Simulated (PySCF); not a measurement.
# One shape, several levels: doublet CH5Ga−

Wanted: a comparison of 6 runs (UB2PLYP/def2-SVPD, UB3LYP/def2-SVPD, UPBE/def2-SVPD, USVWN5/def2-SVPD, USCS-MP2/def2-SVPD, UCCSD(T)/def2-SVPD) of doublet CH5Ga−. Input form: a Python script.

The calculation is run with PySCF 2.14.0.

1 further run of the same task is left out (set aside as unsound or not needed).

### 1 The system as given

CH5Ga−: 7 atoms, total charge -1, spin state doublet. As SMILES of the parent species, `[CH3][GaH2]`. Geometry: relaxed at PBE0-D4/def2-TZVP. That shape belongs to the parent species and isn't relaxed for this state.

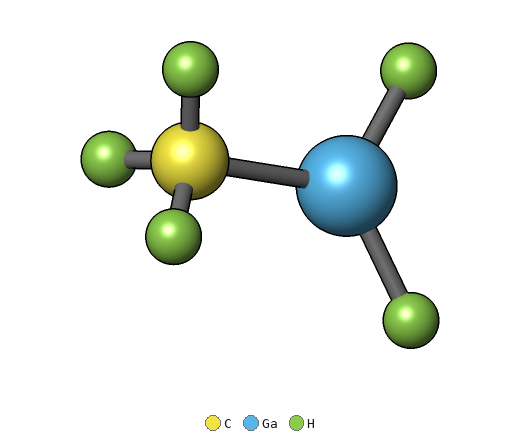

Viewed from a chosen angle; carbon yellow, gallium blue, hydrogen green.

### 2 A single-point energy at UB2PLYP/def2-SVPD (run 1)

Contents of run.py:

```python
from pyscf import gto, dft, mp

mol = gto.M(
    atom='''
C     -0.632400    -0.456000    -0.459400
Ga     0.757000     0.507000     0.544700
H     -1.177800     0.260300    -1.083600
H     -0.216500    -1.221000    -1.115900
H     -1.362100    -0.913700     0.211700
H      0.374300     1.328300     1.832400
H      2.257500     0.495000     0.070100
''',
    verbose=4,
    spin=1,
    charge=-1,
    max_memory=1860,
    basis='def2-svpd',
)

ks = dft.UKS(mol, xc='0.53*HF + 0.47*B88, 0.73*LYP')
ks.conv_tol = 1e-10
ks.grids.level = 5
ks.kernel()
if not ks.converged:
    ks = ks.newton().run(ks.mo_coeff, ks.mo_occ)

pt = mp.MP2(ks, frozen=10).run()
etot = ks.e_tot + 0.27 * pt.e_corr
print('PT2 part  %.8f' % (0.27 * pt.e_corr))
print(f'total energy: {etot:.8f} hartree')
```

Command:

```sh
$ OMP_NUM_THREADS=1 python run.py
```

The program printed:

```text
PySCF version 2.14.0

[... 58 lines left out ...]
WARN: HOMO -0.0428609172106742 >= LUMO -0.0428609172106751
[... 54 lines left out ...]
converged SCF energy = -1965.09843393442  <S^2> = 0.75592717  2S+1 = 2.0059184
[... 1 line left out ...]
******** <class 'pyscf.mp.ump2.UMP2'> ********
nocc = (np.int64(12), np.int64(11)), nmo = (88, 88)
frozen orbitals 10
E(UMP2) = -1965.5908948787  E_corr = -0.49246094427959
E(SCS-UMP2) = -1965.57376971897  E_corr = -0.475335784546817
E_corr(same-spin) = -0.133404632986952
E_corr(oppo-spin) = -0.359056311292638
PT2 part  -0.13296445
total energy: -1965.23139839 hartree
```

It took 38 s on 1 thread of Arm Neoverse V1, shared host; peak memory 0.52 GiB.

### 3 A single-point energy at UB3LYP/def2-SVPD (run 2)

Contents of job.py:

```python
from pyscf import gto, dft

mol = gto.M(
    atom=[
    ('C', (-0.632400, -0.456000, -0.459400)),
    ('Ga', (0.757000, 0.507000, 0.544700)),
    ('H', (-1.177800, 0.260300, -1.083600)),
    ('H', (-0.216500, -1.221000, -1.115900)),
    ('H', (-1.362100, -0.913700, 0.211700)),
    ('H', (0.374300, 1.328300, 1.832400)),
    ('H', (2.257500, 0.495000, 0.070100)),
],
    spin=1,
    verbose=4,
    charge=-1,
    max_memory=1860,
    basis='def2-svpd',
)

myscf = dft.UKS(mol, xc='b3lyp')
myscf.grids.level = 5
myscf.conv_tol = 1e-10
myscf.kernel()
if not myscf.converged:
    myscf = myscf.newton().run(myscf.mo_coeff, myscf.mo_occ)

energy = myscf.e_tot
print('E = %.10f Eh' % energy)
```

Command:

```sh
$ OMP_NUM_THREADS=1 python job.py
```

The program printed:

```text
PySCF version 2.14.0

[... 56 lines left out ...]
WARN: HOMO -0.07997033328212 >= LUMO -0.0799703332821218
[... 50 lines left out ...]
converged SCF energy = -1965.71532580109  <S^2> = 0.75282163  2S+1 = 2.0028196
E = -1965.7153258011 Eh
```

Wall time 35 s (1 thread of Arm Neoverse V1, shared host); peak memory 0.52 GiB.

Runs 3 to 5 aren't shown in full; the table further down has their settings and results.

### 4 A single-point energy at UCCSD(T)/def2-SVPD (run 6)

Contents of run.py:

```python
from pyscf import gto, cc

system = gto.M(
    atom='''
C       -0.632400      -0.456000      -0.459400
Ga       0.757000       0.507000       0.544700
H       -1.177800       0.260300      -1.083600
H       -0.216500      -1.221000      -1.115900
H       -1.362100      -0.913700       0.211700
H        0.374300       1.328300       1.832400
H        2.257500       0.495000       0.070100
''',
    spin=1,
    max_memory=1860,
    verbose=3,
    charge=-1,
    basis='def2-svpd',
)

hf = system.UHF()
hf.conv_tol = 1e-10
hf.kernel()
if not hf.converged:
    hf = hf.newton().run(hf.mo_coeff, hf.mo_occ)

mycc = cc.CCSD(hf, frozen=10)
mycc.kernel()
e_t = mycc.ccsd_t()
e_final = mycc.e_tot + e_t
print(f'total energy: {e_final:.8f} hartree')
```

Command:

```sh
$ OMP_NUM_THREADS=1 python run.py
```

The program printed:

```text
converged SCF energy = -1963.69605812202  <S^2> = 0.76577795  2S+1 = 2.0157162
E(UCCSD) = -1964.117199231527  E_corr = -0.4211411095065326
UCCSD(T) correction = -0.0141603881972114
total energy: -1964.13135962 hartree
```

It took 4.6 min on 1 thread of Arm Neoverse V1, shared host; peak memory 2.6 GiB.

### 5 All runs side by side

| run | level | frozen core orbitals | integration grid | energy (Eh) | HOMO energy (eV) | LUMO energy (eV) | ⟨S²⟩ | wall time |
| --- | --- | --- | --- | --- | --- | --- | --- | --- |
| 1 | UB2PLYP/def2-SVPD | 10 | 5 | -1965.231398 | 1.63 | 4.51 | 0.756 | 38 s |
| 2 | UB3LYP/def2-SVPD | – | 5 | -1965.715326 | 2.34 | 3.87 | 0.753 | 35 s |
| 3 | UPBE/def2-SVPD | – | 5 | -1965.299293 | 2.80 | 3.54 | 0.753 | 32 s |
| 4 | USVWN5/def2-SVPD | – | 5 | -1962.231027 | 2.79 | 3.54 | 0.752 | 21 s |
| 5 | USCS-MP2/def2-SVPD | 10 | – | -1964.082855 | 0.51 | 5.25 | 0.766 | 4.8 s |
| 6 | UCCSD(T)/def2-SVPD | 10 | – | -1964.131360 | 0.51 | 5.25 | 0.766 | 4.6 min |

### 6 Summary of results

| quantity | value |
| --- | --- |
| run 6: total energy | -1964.13136 Eh |
| run 6: HOMO energy (Hartree–Fock orbitals) (highest over α and β) | 0.51 eV |
| run 6: LUMO energy (Hartree–Fock orbitals) (lowest over α and β) | 5.25 eV |
| run 6: correlation energy (10 core orbitals frozen) | -435.3 mEh |
| run 6: (T) correction | -14.16 mEh |
| run 6: ⟨S²⟩ of the reference determinant | 0.766 |
| run 6: T1 diagnostic | 0.012 |

**Reading.** Totals of different functionals can't be ranked against each other. In runs 1, 2, 3, 4, 5, 6 the HOMO lies above zero, so the outermost electron may be held by the basis alone. All runs together took 6.8 min, the longest 4.6 min.
